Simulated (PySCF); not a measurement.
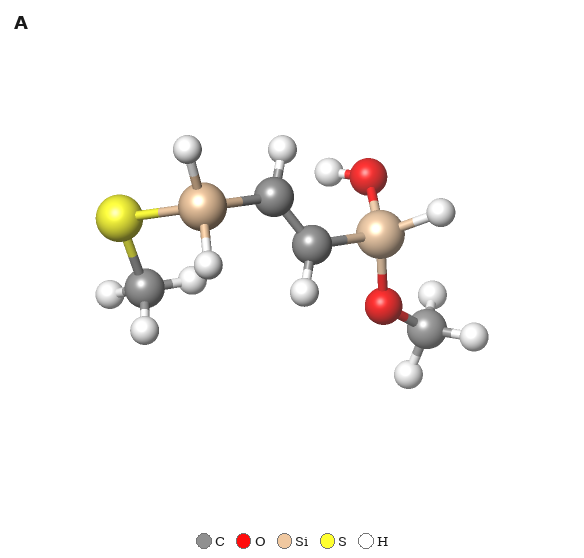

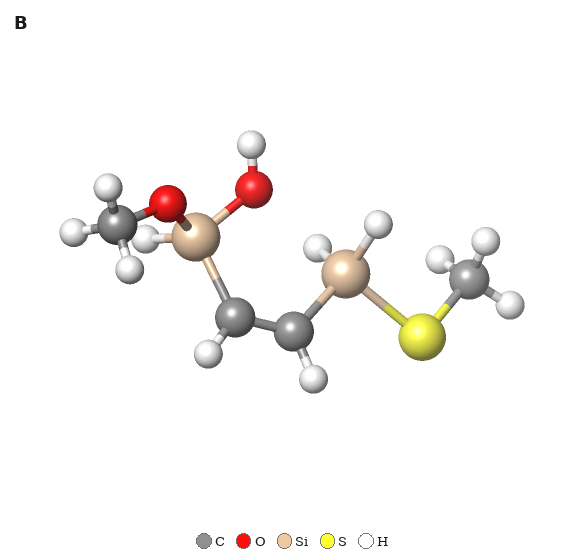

2 stationary structures of one formula. Geometries: GFN2-xTB. Electronic energies: PBE0/pcSseg-1 (PySCF 2.14.0), without zero-point energy. No frequency run is at hand to confirm each as a minimum. Each is one conformer, not always the lowest.

> How are they related?

They are stereoisomers of C4H12O2SSi2: A `CO[Si@@H](O)/C=C/[SiH2]SC`, B `CO[Si@@H](O)/C=C\[SiH2]SC`.

> Which structure is the most stable?

A is lowest; B lies 0.201 eV above it.

The geometry is semi-empirical. Around Si such bond lengths and angles can be off by a tenth of an ångström or more and by several degrees, and values that hang on the shape move with them.
